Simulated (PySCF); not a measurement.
# C2H8FNSi: NMR shielding calculation

- system: C2H8FNSi
- method: GIAO B97-D/pcSseg-2 NMR shielding, non-relativistic, gas phase (PySCF 2.14.0)

The geometry comes from this level: PBE0-D3(BJ)/def2-SVP. Figures and captions count atoms from 1; the log counts them from 0 in places.

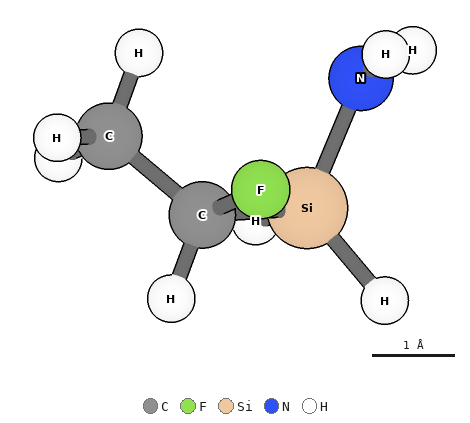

The structure as given in the input (ball-and-stick view, seen at a tilt).

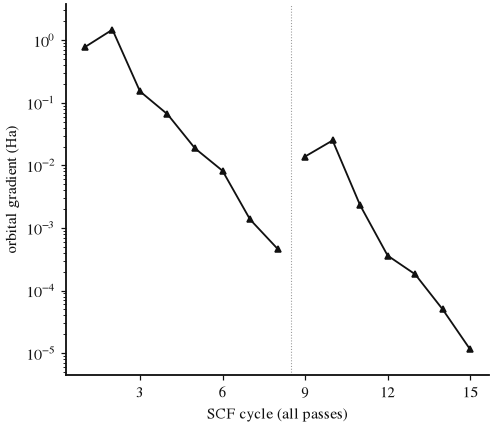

Convergence of the self-consistent field: orbital gradient against the SCF cycle. The dotted line marks the change from a coarse to the final integration grid. The first 8 cycles use a coarse grid, the final grid takes over at cycle 9, and the field converges after 15 cycles in all.

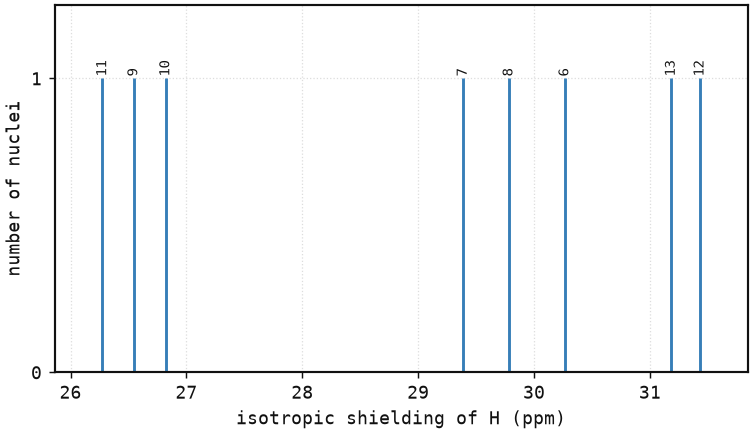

Isotropic shieldings of the hydrogen nuclei in this fixed geometry, labelled by atom number; shielding grows to the right, so chemical shift grows to the left. The least shielded is H11 (26.3 ppm), the most shielded H12 (31.4 ppm).

The input that produced these results follows, with the program's output.

### Input file
```
{"job": {"kind": "nmr", "xc": "B97-D", "basis": "pcSseg-2", "pop": false}, "charge": 0, "multiplicity": 1}
C      1.342455    -0.301808     0.639277
C      0.643373     0.234039    -0.587492
F      0.662446     1.636438    -0.545273
Si    -1.202232    -0.221341    -0.716190
N     -1.934969     0.538163     0.656558
H      1.404350    -1.400149     0.594561
H      0.791909    -0.028176     1.551668
H      2.365111     0.100449     0.709458
H      1.189422    -0.068241    -1.499976
H     -1.415072    -1.698492    -0.619553
H     -1.682569     0.228854    -2.064957
H     -2.904764     0.356175     0.888585
H     -1.712125     1.518684     0.799998
```

The first line tells a small driver script what to run in PySCF; the rest is the geometry in Å.

Launch command:
```bash
OMP_NUM_THREADS=1 python <driver script> task.json out
```

### Log
```
coarse grid: 10904 points
cycle   1  E = -524.9796031166  dE =  1.863e-01  |g| = 7.801e-01  |ddm| = 2.397e+00
cycle   2  E = -524.6641698476  dE =  3.154e-01  |g| = 1.482e+00  |ddm| = 1.874e+00
cycle   3  E = -525.0932403057  dE = -4.291e-01  |g| = 1.528e-01  |ddm| = 1.509e+00
cycle   4  E = -525.0978577872  dE = -4.617e-03  |g| = 6.581e-02  |ddm| = 1.514e-01
cycle   5  E = -525.0987646708  dE = -9.069e-04  |g| = 1.874e-02  |ddm| = 4.823e-02
cycle   6  E = -525.0988352401  dE = -7.057e-05  |g| = 8.211e-03  |ddm| = 2.060e-02
cycle   7  E = -525.0988471981  dE = -1.196e-05  |g| = 1.370e-03  |ddm| = 5.263e-03
cycle   8  E = -525.0988476046  dE = -4.065e-07  |g| = 4.647e-04  |ddm| = 1.556e-03
final grid: 99920 points
cycle   9  E = -525.0947567335  dE = -1.463e-04  |g| = 1.387e-02  |ddm| = 6.771e-02
cycle  10  E = -525.0946842090  dE =  7.252e-05  |g| = 2.507e-02  |ddm| = 1.831e-02
cycle  11  E = -525.0947803689  dE = -9.616e-05  |g| = 2.311e-03  |ddm| = 1.379e-02
cycle  12  E = -525.0947811419  dE = -7.730e-07  |g| = 3.619e-04  |ddm| = 1.484e-03
cycle  13  E = -525.0947811660  dE = -2.414e-08  |g| = 1.819e-04  |ddm| = 4.253e-04
cycle  14  E = -525.0947811723  dE = -6.279e-09  |g| = 4.999e-05  |ddm| = 1.486e-04
cycle  15  E = -525.0947811729  dE = -5.496e-10  |g| = 1.142e-05  |ddm| = 4.445e-05
converged SCF energy = -525.0947811729

GIAO shielding tensors (ppm)
atom      isotropic    diamagn.    paramagn.     s11        s22        s33       span
  0 C      159.148     243.818     -84.671    139.562    160.945    176.935     37.373
  1 C       86.532     240.588    -154.056     43.871     62.555    153.169    109.298
  2 F      404.893     470.350     -65.457    361.817    377.648    475.212    113.395
  3 Si     375.840     877.773    -501.933    342.461    364.865    420.193     77.732
  4 N      257.486     312.874     -55.388    232.164    253.760    286.533     54.369
  5 H       30.264      29.889       0.375     26.566     28.077     36.148      9.582
  6 H       29.386      30.613      -1.227     25.313     30.031     32.815      7.502
  7 H       29.782      28.917       0.865     26.364     27.648     35.334      8.970
  8 H       26.544      29.774      -3.230     23.709     26.514     29.410      5.700
  9 H       26.820      29.743      -2.923     24.542     24.814     31.103      6.561
 10 H       26.275      28.921      -2.645     22.882     24.359     31.585      8.703
 11 H       31.430      29.751       1.679     24.597     26.883     42.809     18.211
 12 H       31.182      31.674      -0.492     23.688     29.214     40.644     16.956
```

### Key numbers

| quantity | value |
| --- | --- |
| outcome | converged |
| total energy | −525.094781 hartree |
| HOMO | −6.06 eV |
| LUMO | −0.47 eV |
| dipole moment | 1.05 D |
| isotropic shielding, C | 86.5 to 159.1 ppm |
| isotropic shielding, F | 404.9 ppm |
| isotropic shielding, Si | 375.8 ppm |
| isotropic shielding, N | 257.5 ppm |
| isotropic shielding, H | 26.3 to 31.4 ppm |
| hardware | 1 CPU thread, shared host |
| wall time | 55 s |
| peak memory | 0.96 GiB |
